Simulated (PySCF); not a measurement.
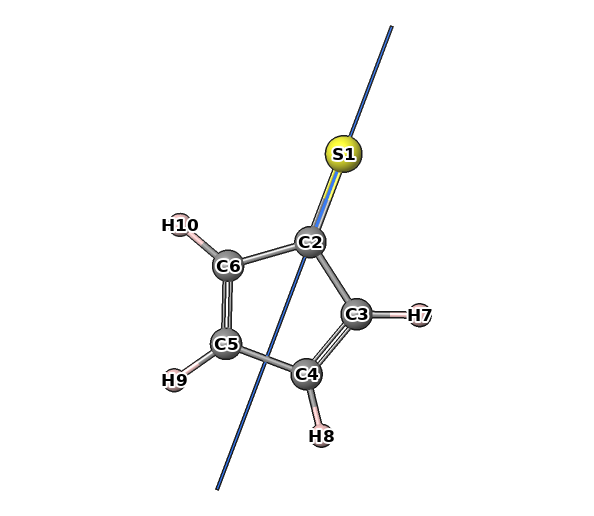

A line through the centre of mass is drawn in. Depth is shown by fading: the farther an atom, the more it takes the colour of the background. Computed geometry: PBE0-D3(BJ)/def2-SVP optimisation. No frequency run is at hand to confirm it as a minimum.

**Is the line a proper rotation axis of the structure, and of what order?**

Yes, a C2 axis. A turn by 180° leaves S1, C2 in place and moves C3 ↔ C6; C4 ↔ C5; H7 ↔ H10; H8 ↔ H9. The point group is C2v.
